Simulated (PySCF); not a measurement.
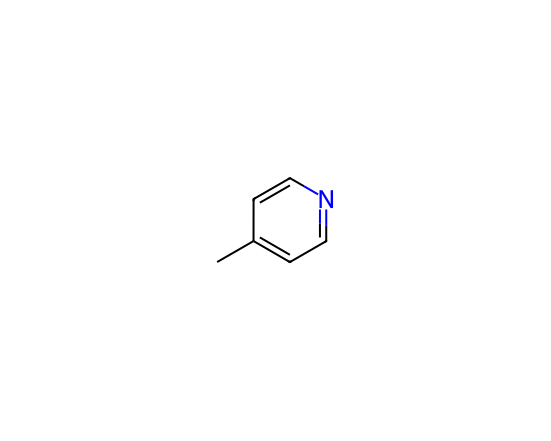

Structural formula above. The computed structure is the end point of a PBE0-D3(BJ)/def2-SVP optimisation. No frequency run is at hand to confirm it as a minimum.

What does the molecule look like in three dimensions?

It has 14 atoms: 6 carbon, 7 hydrogen and 1 nitrogen (C₆H₇N). Its SMILES string is `Cc1ccncc1`. Independent rings (smallest set): 1 of 6 members, 1 of them aromatic. This geometry has Cs symmetry. Coordination: 1 C tetrahedral; 5 C trigonal planar; 1 N bent.

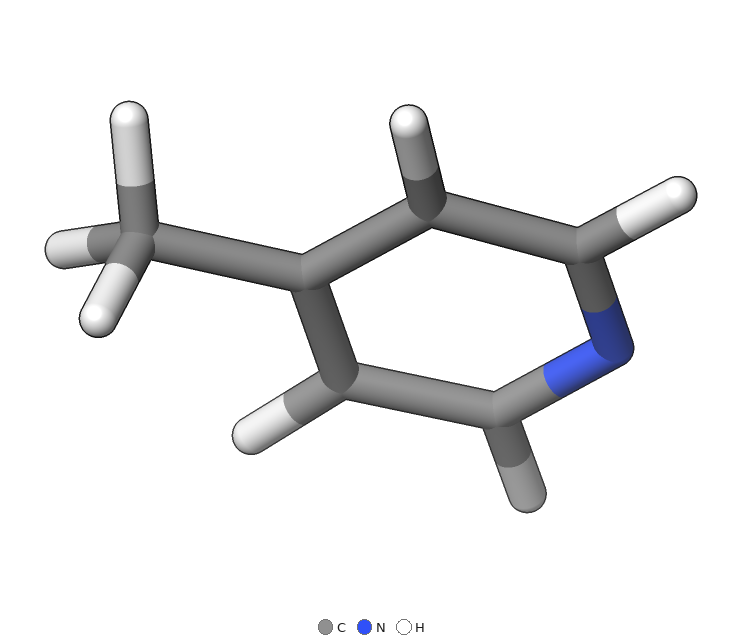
